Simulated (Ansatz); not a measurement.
The calculation's input:

```
crystal:
  periodic: [false, false, false]
  atoms:
    - symbol: C
      position_ang: [-0.111499, -2.414815, 1.773859]
    - symbol: C
      position_ang: [-1.818268, 0.200406, 1.588052]
    - symbol: Cl
      position_ang: [0.489957, -0.270802, -0.569741]
    - symbol: O
      position_ang: [-2.006224, -2.045498, -0.293678]
    - symbol: Si
      position_ang: [-0.952563, -1.178562, 0.662299]
    - symbol: H
      position_ang: [0.395671, -3.188262, 1.176558]
    - symbol: H
      position_ang: [0.639365, -1.925260, 2.413676]
    - symbol: H
      position_ang: [-0.850188, -2.912011, 2.423832]
    - symbol: H
      position_ang: [-2.283008, 0.919466, 0.894287]
    - symbol: H
      position_ang: [-1.106866, 0.758034, 2.218287]
    - symbol: H
      position_ang: [-2.608805, -0.209486, 2.238428]
    - symbol: H
      position_ang: [-2.457228, -1.575789, -1.005097]
basis:
  gaussian:
    orbitals: def2-SVPD
hamiltonian:
  xc: {name: PBE0}
output:
  forces: true
  orbitals: {seedname: orbitals}
```

Command:

```sh
ansatz run input.yaml --threads 2 --pin off --max-ram 5220MiB --events-out events.jsonl --progress --plain --runs-dir runs
```

Geometry: B3LYP/def2-SVP.

Theory: isolated molecule in a Gaussian basis; Kohn-Sham density functional theory, functional PBE0 (Ansatz).

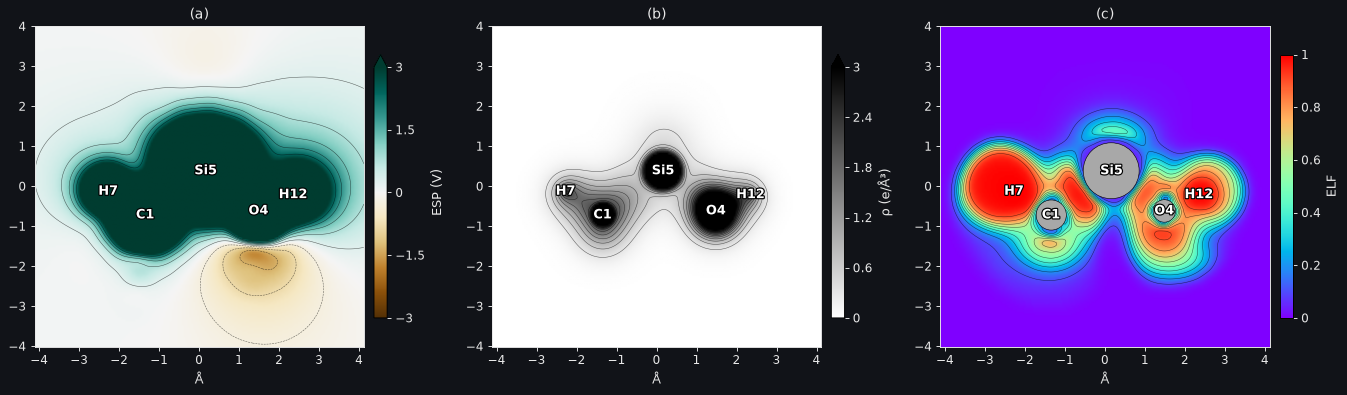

C₂H₇ClOSi (SMILES C[Si](C)(O)Cl). (a) molecular electrostatic potential; (b) electron density; (c) ELF on the plane of atoms C1, Si5 and O4. Grey discs cover the atomic cores in the ELF map.

What do the fields say about this system?

The plane passes through C, O, Si and H nuclei. Si–O (1.67 Å): ρ at the midpoint is about 1.1 e/Å³; the ELF peaks at about 0.90 between the atoms: a shared but strongly polarised pair. C–Si (1.86 Å): ρ at the midpoint is about 1 e/Å³; the ELF peaks at about 0.95 between the atoms, as expected for a shared electron pair. O–H (0.96 Å): ρ is about 3.6 e/Å³ halfway; the ELF climbs to about 1 towards the hydrogen, as it does in any bond to H; a covalent bond by its length. C–H (1.10 Å): ρ is about 1.9 e/Å³ halfway; the ELF climbs to about 1 towards the hydrogen (a covalent bond by its length). The ELF also peaks beside O4, away from the bonds: lone-pair regions. Outside the dense part of the molecule the potential is most negative (−1.7 V) near O4.
